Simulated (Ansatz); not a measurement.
## SrWO4 (I4_1/a): spin-orbit coupling beyond the local functionals

Aim: the spin-orbit change of the gap of SrWO4 (I4_1/a).

Program: Ansatz 0.2.0. Level of theory: density functionals with and without spin-orbit coupling, plane waves, PAW. Results are calculated unless marked as measured.

**The experiments to reproduce.**

- Gap 5.08 eV: direct gap from absorption edge with Urbach fit; optical absorption; 300 K; bulk crystal (thin cleaved platelet of Czochralski crystal, 10-30 um thick) (“Optical absorption of divalent metal tungstates: Correlation between the band-gap energy and the cation ionic radius”, 2008, arxiv:0807.2115).

**1. The starting structure**

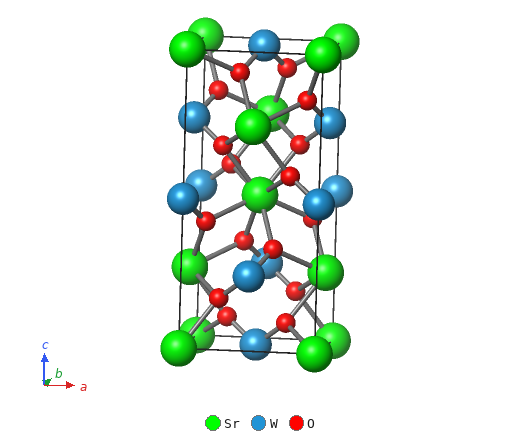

Start, viewed slightly off an axis; strontium green, tungsten blue, oxygen red. This picture shows the conventional cell, with its axes. Some periodic images of atoms are drawn too.

The cell and positions are those that the Materials Project relaxed with its own functionals (PBE, PBE+U or r2SCAN), kept fixed. Spin-orbit coupling is left out unless a step names it. The default PAW set here is soft_2. Its files were made with PBE.

**2. HSE06, 4×4×4 mesh**

This step: DFT, HSE06, plane waves, PAW.

input.yaml

```yaml
crystal:
  lattice:
    - [-2.7201121709, 2.7201121709, 5.9699255756]
    - [2.7201121709, -2.7201121709, 5.9699255756]
    - [2.7201121709, 2.7201121709, -5.9699255756]
  atoms:
    - { symbol: Sr, position: [0.75, 0.25, 0.5] }
    - { symbol: Sr, position: [0.0, 0.0, 0.0] }
    - { symbol: W, position: [0.25, 0.75, 0.5] }
    - { symbol: W, position: [0.5, 0.5, 0.0] }
    - { symbol: O, position: [0.44084291, 0.81857378, 0.09339807] }
    - { symbol: O, position: [0.56857378, 0.97517571, 0.87773087] }
    - { symbol: O, position: [0.09744484, 0.69084291, 0.12226913] }
    - { symbol: O, position: [0.72517571, 0.34744484, 0.90660193] }
    - { symbol: O, position: [0.02482429, 0.90255516, 0.59339807] }
    - { symbol: O, position: [0.65255516, 0.55915709, 0.37773087] }
    - { symbol: O, position: [0.18142622, 0.27482429, 0.62226913] }
    - { symbol: O, position: [0.30915709, 0.43142622, 0.40660193] }
kpoints:
  mp_grid: { grid: [4, 4, 4] }
  band_path:
    path:
      - [0.0, 0.0, 0.0]
      - [0.0, 0.0, 0.5]
      - [0.25, 0.25, 0.25]
      - [0.0, 0.5, 0.0]
      - [0.5, 0.5, -0.5]
      - [0.30190101, 0.69809899, -0.30190101]
      - [-0.30190101, 0.30190101, 0.30190101]
      - [-0.10380202, 0.10380202, 0.5]
    npoints: 1
hamiltonian:
  xc: hse06
scf:
  occupations: { method: fixed }
  n_extra_bands: 8
output:
  eigenvalues: true
```

The run is started by

```sh
ansatz run input.yaml --threads 3 --pin off --max-ram 92160MiB --backend cuda --events-out ev --progress --plain --runs-dir out --devices 1 --max-vram 13GiB
```

Numbers of over 12 decimals in the logs are rounded to 6 here.

What it wrote:

```text
scf.n_extra_bands = 8 over 48 filled bands (N_el = 96.0): the run solves 56 bands
GPUs: using 1 of 1 available (devices: 1).
Engine: ansatz 0.2.0, x86_64-unknown-linux-gnu
Pseudopotentials: kind: paw
Pseudopotential: Sr, paw, valence charge 10, recommended cutoff 420 eV (normal), Sr.paw.azcp
Pseudopotential: W, paw, valence charge 14, recommended cutoff 420 eV (normal), W.paw.azcp
Pseudopotential: O, paw, valence charge 6, recommended cutoff 420 eV (normal), O.paw.azcp
Functional definition: HSE06
  parameter a = 0.25
  parameter omega = 0.11/bohr
  exchange = pbe_x - a*pbe_x_sr(omega) + a*exact_x_sr(omega)
  correlation = pbe_c
davidson cushion auto → on  (no smearing: the cushion is to keep the highest requested band from converging to the state above it; pin scf.eigensolver.cushion to override)
device memory: the entry about to start is reckoned to put 4.2 GiB on a device that reports 32.9 GiB free (of which the cap on the GPU budget leaves the run 13.0 GiB)
GPU FFT provider: cuFFT
GPU libraries: cuBLAS 13.8.2, cuFFT 12.4.0, cuSOLVER 12.3.4
Crystal: 12 atoms, lattice volume = 176.686 Å³
Basis set: ecut = 420 eV, 3435 PW (Γ)
Bands: 56, of which v1, the nominal top of the filled ones, is band 48 counted from 1 (47 counted from 0)
Symmetry: 8 space group operations
Space group: I41/a (ITA 88), of the structure as read, at distance tolerance 5.6e-5 Å
k-points: 14 of 64
Non-local potential: Sr, projectors of the file, l = 0: 3, l = 1: 2, l = 2: 2
Non-local potential: W, projectors of the file, l = 0: 3, l = 1: 2, l = 2: 2, l = 3: 1
Non-local potential: O, projectors of the file, l = 0: 2, l = 1: 2, l = 2: 1
PAW form: soft (Blöchl's): semilocal exchange-correlation on the pseudo side does not see the compensation charge
PAW frozen core: Sr, regenerated for the run's functional, and the local potential with it (the file was generated under x = pbe(κ = 0.804, μ = 0.219515), c = pbe(β = 0.066725))
PAW frozen core: W, regenerated for the run's functional, and the local potential with it (the file was generated under x = pbe(κ = 0.804, μ = 0.219515), c = pbe(β = 0.066725))
PAW frozen core: O, regenerated for the run's functional, and the local potential with it (the file was generated under x = pbe(κ = 0.804, μ = 0.219515), c = pbe(β = 0.066725))
PAW one-centre angular grid: Sr, 110 points (default); XC on 64 Gauss nodes
PAW one-centre angular grid: W, 590 points (default); XC on 64 Gauss nodes
PAW one-centre angular grid: O, 110 points (default); XC on 96 Gauss nodes
Initial density: superposition of atomic densities (neutral atoms: chi_scale 0, normalization atom), corrected by the library's trained network
Initial wavefunctions: pseudopotential atomic-orbital guess
GPU buffer pool allocated for 110592 grid points (all kernels)
[...]
Frozen-core exchange: fock
SCF iter   1: F=—  HF=-32414.664298 eV  |F-HF|=—  |Δ(HF+E_count)|=         —  Δρ=6.92e-5  dr2=4.64e-6  ethr=6.48e-7  ⟨swp⟩=2.6  Hψ=1751  notcnv=0
preconditioner: auto → none  [insulator: Δε(μ)=5.965 eV  Ē_g=14.587 eV  n_scr=36 (ndim 8)  ℏωp=24.4 eV  f_vac=0.056]
SCF iter   2: F=—  HF=-32414.664298 eV  |F-HF|=—  |Δ(HF+E_count)|=   2.44e-7  Δρ=3.46e-5  dr2=7.90e-7  ethr=4.02e-9  ⟨swp⟩=4.1  Hψ=2598  notcnv=0
SCF iter   3: F=—  HF=-32414.664300 eV  |F-HF|=—  |Δ(HF+E_count)|=   1.41e-6  Δρ=2.42e-5  dr2=5.65e-7  ethr=6.67e-10  ⟨swp⟩=5.0  Hψ=2594  notcnv=0
iter 4 solved again at ethr=2.48e-11 eV; its pass at ethr=5.77e-10 eV (dr2=2.38e-8 eV) is discarded
SCF iter   4: F=-32414.664299 eV  HF=-32414.664299 eV  |F-HF|=2.07e-8  |Δ(HF+E_count)|=   1.85e-7  Δρ=2.69e-6  dr2=2.74e-8  ethr=2.48e-11  ⟨swp⟩=2.9  Hψ=4059  notcnv=0
SCF 3 converged in 4 iterations: F = -32414.664299 eV  dr2 = 2.74e-8
hybrid outer 2: dexx = +1.826e-6 eV, tail = 7.83e-8 eV, Δε = 3.22e-3 eV (about 1.08e-4 eV left of the loop's levels)
the search or the solves at the SCF's close seem to have found levels that the self-consistency loop had missed (the run counts 1). By its estimate they hold under 1e-12 electrons; where the run keeps them, the occupations were computed again with them
device memory: the entry about to start is reckoned to put 1.4 GiB on a device that reports 31.3 GiB free (of which the cap on the GPU budget leaves the run 13.0 GiB)
NSCF: frozen V_eff on 8 k-points
hybrid SCF converged: 2 outer / 10 inner (+3 warm-up), last move |dexx| = 1.83e-6 eV, tail = 7.83e-8 eV
Stability not checked: this state was not tested for a lower state beside it, because the functional holds exact exchange (a hybrid, or Hartree-Fock), whose exchange loop this test does not read (fock_operator; see scf.lower_state_search)
Free energy (F): -32414.664300 eV
Frozen-core exchange: fock
Harris-Foulkes:  -32414.664300 eV  (|F-HF|=2.07e-8)
Internal energy: -32414.664300 eV  (E = F + TS)
E sigma→0 (E₀):  -32414.664300 eV
Fermi energy:    5.435288 eV
--- Per-component energies (eV) ---
  E_band       = -956.832583
  E_kinetic    = 2788.004067
  E_local      = -6744.511152  (includes V_loc(G=0)·N_el)
  E_nonlocal   = 778.040104
  E_hartree    = 2287.672312
  E_xc         = -1172.425240
  E_vxc        = -1232.398362  (∫ρ·V_xc dr)
  E_exx        = -282.026008  (= α·E_x^exact, valence–valence)
  E_paw        = -23794.704438  (= ΣΔE_a)
  E_vpaw       = -557.267136  (= ΣTr[D̂ρ^β])
  E_aug_tail   = 0.019311  (compensation charges beyond the density's cutoff)
  E_ewald      = -6267.930270
  E_core_change = -6.802986  (= ΣΔE_core)
  E_smearing   = -0.000000  (= −TS)
  E_closure    = -0.000000  (closes the sum)
  Σ components = -32414.664300   (vs F -32414.664300, Δ=7.28e-12)
--- Band table (eV; the first three rows and the last of 14) ---
  k-point 0: bands = [... 44 lower, 4.6858, 5.1207, 5.4353, 5.4353, 11.3991, 11.7537, 12.0170, 12.0735, ... 4 higher]
  k-point 1: bands = [... 44 lower, 4.9871, 5.0037, 5.0298, 5.3017, 11.5638, 11.8596, 11.8874, 12.1697, ... 4 higher]
  k-point 2: bands = [... 44 lower, 4.9884, 4.9884, 5.0520, 5.0520, 11.6021, 11.6021, 12.0838, 12.0838, ... 4 higher]
  k-point 13: bands = [... 44 lower, 5.0902, 5.0902, 5.3480, 5.3480, 11.5101, 11.5101, 11.7866, 11.7866, ... 4 higher]
```

Run time: 59 s. Hardware: 1 × NVIDIA H100 80GB HBM3 (shared by 6 runs) with 3 threads of AMD EPYC 7R13 (Zen 3), shared host; peak memory 1.9 GiB.

This step gave:

```
gap                     : 5.964 eV
valence top at          : Γ
conduction bottom at    : Γ
least direct gap        : 5.964 eV
exact-exchange fraction : 0.25
```

The gap is direct, at Γ.

**3. HSE06+SOC, 4×4×4 mesh**

Spin-orbit coupling can split or shift the edges; a non-collinear run measures by how much.

This step: DFT, HSE06 with spin-orbit coupling, plane waves, PAW.

Edit input.yaml of step 2 so:

```diff
@@ -35,3 +35,6 @@
   occupations: { method: fixed }
-  n_extra_bands: 8
+  n_extra_bands: 16
+magnetization:
+  noncollinear: true
+  spin_orbit: true
 output:
```

What it wrote:

```text
[...]
GPUs: using 1 of 1 available (devices: 1).
[...]
non-collinear run that drives no moment, with spin-orbit: no starting moment large enough to seed its density (crystal.atoms[].spin), no starting occupations that ask for one, no magnetisation constraint and no magnetic field, so the semilocal B_xc is pinned to zero
[...]
GPU FFT provider: cuFFT
GPU libraries: cuBLAS 13.8.2, cuFFT 12.4.0, cuSOLVER 12.3.4
Crystal: 12 atoms, lattice volume = 176.686 Å³
Basis set: ecut = 420 eV, 3435 PW (Γ)
Bands: 112, of which v1, the nominal top of the filled ones, is band 96 counted from 1 (95 counted from 0)
Symmetry: 8 space group operations + 8 with time reversal
[...]
k-points: 14 of 64
Projection manifold: j_resolved (fully-relativistic pseudo-atomic orbitals)
[...]
GPU buffer pool allocated for 110592 grid points (all kernels)
[...]
SCF iter   1: F=—  HF=-32468.453367 eV  |F-HF|=—  |Δ(HF+E_count)|=         —  Δρ=9.63e-2  dr2=3.11e1  dr2_m=0.00e0 (ungated)  ethr=1.00e-1  |M|=0.00e0 ∫|m|=0.00e0 μB  |m|>n=0.0e0 m-floor=0.0e0 τ_xc=0.0e0  β_m=0.30  ⟨swp⟩=6.4  Hψ=6365  notcnv=0
[...]
SCF iter   6: F=-32460.491630 eV  HF=-32460.491504 eV  |F-HF|=1.27e-4  |Δ(HF+E_count)|=   4.30e-3  Δρ=4.32e-4  dr2=2.77e-4  dr2_m=0.00e0 (ungated)  ethr=7.01e-6  |M|=0.00e0 ∫|m|=0.00e0 μB  |m|>n=0.0e0 m-floor=0.0e0 τ_xc=0.0e0  ⟨swp⟩=3.0  Hψ=3623  notcnv=0
SCF 1 stopped early in 6 iterations: F = -32460.491630 eV  dr2 = 2.77e-4
[...]
GPU FFT provider: cuFFT
GPU libraries: cuBLAS 13.8.2, cuFFT 12.4.0, cuSOLVER 12.3.4
Projection manifold: j_resolved (fully-relativistic pseudo-atomic orbitals)
[...]
GPU buffer pool allocated for 110592 grid points (all kernels)
[...]
Frozen-core exchange: fock
SCF iter   1: F=—  HF=-32425.199659 eV  |F-HF|=—  |Δ(HF+E_count)|=         —  Δρ=1.26e-2  dr2=4.97e-1  dr2_m=0.00e0 (ungated)  ethr=2.88e-6  |M|=0.00e0 ∫|m|=0.00e0 μB  |m|>n=0.0e0 m-floor=0.0e0 τ_xc=0.0e0  β_m=0.30  ⟨swp⟩=7.3  Hψ=8407  notcnv=0
[...]
SCF iter   6: F=-32425.116152 eV  HF=-32425.116153 eV  |F-HF|=7.46e-7  |Δ(HF+E_count)|=   1.67e-5  Δρ=2.84e-5  dr2=4.53e-6  dr2_m=0.00e0 (ungated)  ethr=5.70e-8  |M|=0.00e0 ∫|m|=0.00e0 μB  |m|>n=0.0e0 m-floor=0.0e0 τ_xc=0.0e0  ⟨swp⟩=3.3  Hψ=3992  notcnv=0
SCF 2 stopped early in 6 iterations: F = -32425.116152 eV  dr2 = 4.53e-6
hybrid outer 1: dexx = +4.609e-2 eV, tail = 7.24e-5 eV
GPU FFT provider: cuFFT
GPU libraries: cuBLAS 13.8.2, cuFFT 12.4.0, cuSOLVER 12.3.4
Projection manifold: j_resolved (fully-relativistic pseudo-atomic orbitals)
GPU buffer pool allocated for 110592 grid points (all kernels)
[...]
Frozen-core exchange: fock
SCF iter   1: F=—  HF=-32425.115656 eV  |F-HF|=—  |Δ(HF+E_count)|=         —  Δρ=6.98e-5  dr2=9.65e-6  dr2_m=0.00e0 (ungated)  ethr=3.77e-7  |M|=0.00e0 ∫|m|=0.00e0 μB  |m|>n=0.0e0 m-floor=0.0e0 τ_xc=0.0e0  β_m=0.30  ⟨swp⟩=3.1  Hψ=3794  notcnv=0
[...]
SCF iter   3: F=-32425.115655 eV  HF=-32425.115655 eV  |F-HF|=4.86e-8  |Δ(HF+E_count)|=   1.08e-6  Δρ=1.00e-5  dr2=6.79e-8  dr2_m=0.00e0 (ungated)  ethr=4.80e-10  |M|=0.00e0 ∫|m|=0.00e0 μB  |m|>n=0.0e0 m-floor=0.0e0 τ_xc=0.0e0  ⟨swp⟩=5.5  Hψ=5034  notcnv=0
SCF 3 converged in 3 iterations: F = -32425.115655 eV  dr2 = 6.79e-8
[...]
NSCF: frozen V_eff on 8 k-points
[...]
Magnetization: |M| = 0.0000 μB,  M = (+0.0000, +0.0000, +0.0000) μB
Absolute magnetization: 0.0000 μB (∫|m|)
  site 0: m = (+0.0000, +0.0000, +0.0000) μB, |m| = 0.0000 μB  (R = 1.06 Å)
  site 1: m = (+0.0000, +0.0000, +0.0000) μB, |m| = 0.0000 μB  (R = 1.06 Å)
  site 2: m = (+0.0000, +0.0000, +0.0000) μB, |m| = 0.0000 μB  (R = 0.74 Å)
  site 3: m = (+0.0000, +0.0000, +0.0000) μB, |m| = 0.0000 μB  (R = 0.74 Å)
  site 4: m = (+0.0000, +0.0000, +0.0000) μB, |m| = 0.0000 μB  (R = 0.74 Å)
  site 5: m = (+0.0000, +0.0000, +0.0000) μB, |m| = 0.0000 μB  (R = 0.74 Å)
  site 6: m = (+0.0000, +0.0000, +0.0000) μB, |m| = 0.0000 μB  (R = 0.74 Å)
  site 7: m = (+0.0000, +0.0000, +0.0000) μB, |m| = 0.0000 μB  (R = 0.74 Å)
  site 8: m = (+0.0000, +0.0000, +0.0000) μB, |m| = 0.0000 μB  (R = 0.74 Å)
  site 9: m = (+0.0000, +0.0000, +0.0000) μB, |m| = 0.0000 μB  (R = 0.74 Å)
  site 10: m = (+0.0000, +0.0000, +0.0000) μB, |m| = 0.0000 μB  (R = 0.74 Å)
  site 11: m = (+0.0000, +0.0000, +0.0000) μB, |m| = 0.0000 μB  (R = 0.74 Å)
Free energy (F): -32425.115655 eV
Frozen-core exchange: fock
[...]
Internal energy: -32425.115655 eV  (E = F + TS)
E sigma→0 (E₀):  -32425.115655 eV
Fermi energy:    5.466901 eV
[...]
--- Band table (eV; the first three rows and the last of 14) ---
  k-point 0: bands = [... 92 lower, 5.4068, 5.4068, 5.4669, 5.4669, 11.3896, 11.3896, 11.7361, 11.7361, ... 12 higher]
  k-point 1: bands = [... 92 lower, 5.0502, 5.0502, 5.3049, 5.3049, 11.5400, 11.5400, 11.8109, 11.8109, ... 12 higher]
  k-point 2: bands = [... 92 lower, 5.0563, 5.0563, 5.0563, 5.0563, 11.5812, 11.5812, 11.5812, 11.5812, ... 12 higher]
  k-point 13: bands = [... 92 lower, 5.3509, 5.3509, 5.3509, 5.3509, 11.4910, 11.4910, 11.4910, 11.4910, ... 12 higher]
```

It took 2.8 min on 1 × NVIDIA H100 80GB HBM3 (shared by 6 runs) with 3 threads; peak memory 3.6 GiB; 4.7 min of CPU time.

This step gave:

| Item | Value |
| --- | --- |
| gap | 5.923 eV |
| valence top at | Γ |
| conduction bottom at | Γ |
| least direct gap | 5.923 eV |
| exact-exchange fraction | 0.25 |

The gap stands −0.04 eV against HSE06.

**4. Together**

Times are wall times on 1 × NVIDIA H100 80GB HBM3 (shared by 6 runs) with 3 threads of AMD EPYC 7R13 (Zen 3), shared host, good to a factor of about two.

| level | gap (eV) | with coupling (eV) | change (eV) | time | with coupling |
| --- | --- | --- | --- | --- | --- |
| HSE06 | 5.96 | 5.92 | −0.04 | 59 s | 2.8 min |

**5. What came out**

```
HSE06     : 5.96 eV
HSE06+SOC : 5.92 eV
```

What this shows: Spin-orbit coupling changes the gap by −0.04 eV and the least direct gap by −0.04 eV. Against experiment, by HSE06+SOC: the direct gap of 5.92 eV lies +0.84 eV from the measured 5.08 eV (direct, 300 K, 2008). An exciton line or allowed optical edge lies below the quasiparticle gap by the binding energy; a forbidden edge can push the onset above it. The lattice is static and excitons are left out.

[Paths, hosts, dates, memory and timing lines, banners, echoed tables and standing remarks are left out of the program output.]

[Logs are printed without paths, hosts, clocks, repeated set-up lines and the standing remarks that a program may print on its own settings, such as how far it seeks lower states.]

[Runs of the session that timed out or met a known fault of the program may be left out.]

[Cells called generated may have been cut or substituted from an entry of the Crystallography Open Database or the Materials Project.]

[Hosts, paths, dates, database ids (printed as entryN), source tags and the programs' standing remarks are cut or masked in the printed files.]
